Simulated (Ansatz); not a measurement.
Take CuI in the zinc blende structure (space group F-43m, No. 216; a = 5.862 Å) as the base. Axes: x, y, z lie along the cube axes.

The change: uniaxial strain ε_zz = −1.00 %, all other strain components held at zero, atoms relaxed at fixed cell.

All numbers come from LDA (Ansatz, a first-principles code, PAW, without spin-orbit coupling).

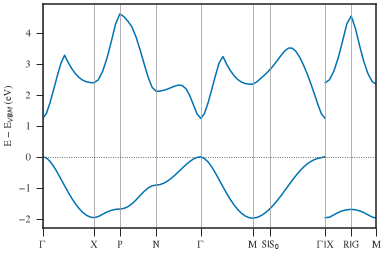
*Highest valence and lowest conduction band along the path of the changed cell's own zone*

The gap is 1.24 eV, direct at Γ; the base has 1.22 eV.

Spin-orbit coupling, missing from the scalar runs, can matter with I. No phonon test of stability was made. All final runs are without spin polarisation. Labels are those of the standard path for the cell's own space group.
